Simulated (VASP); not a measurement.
Band structure of Hg₃ZnS₄ (ordered alloy cell). These are PBE GGA, VASP's PBE PAW potentials (set 64) (plane waves; VASP) values and carry that method's errors.

Unless said otherwise, spin-orbit coupling is left out, though it shifts the bands of the heavy elements here.

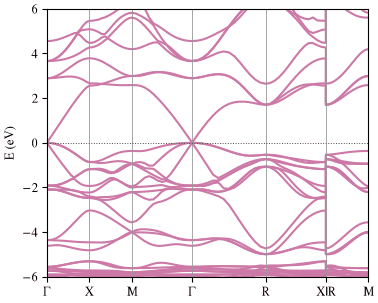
Fig. 1. Bands along high-symmetry lines, zero at the valence-band maximum or, without a gap, the Fermi level

Problem. Read the plot: is there a gap, and where are the band edges?

Solution. It has no gap at this level: it comes out as a metal or semimetal. (Edges off the drawn lines would not show.)

The structure was generated: Hg3ZnS4 was put into an ordered model structure (P-43m), which need not be its known phase. It was relaxed first, which changed the volume by +6 %.
